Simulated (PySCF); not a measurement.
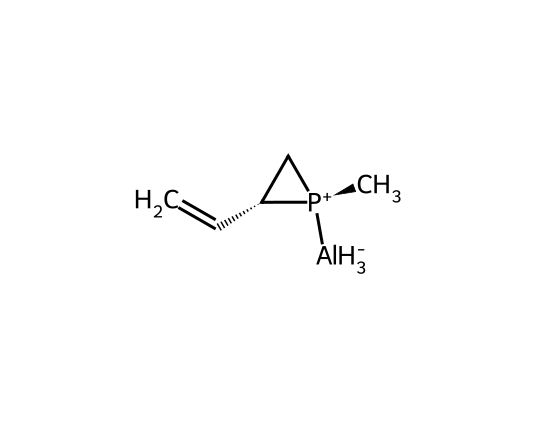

Source: calculation with PySCF.

A structural formula.

Give its SMILES.

C=C[C@@H]1C[P@+]1(C)[AlH3-]

What is the molecular formula?

C5H12AlP.

An optimisation with GFN2-xTB gave a structure of which point group?

C1.
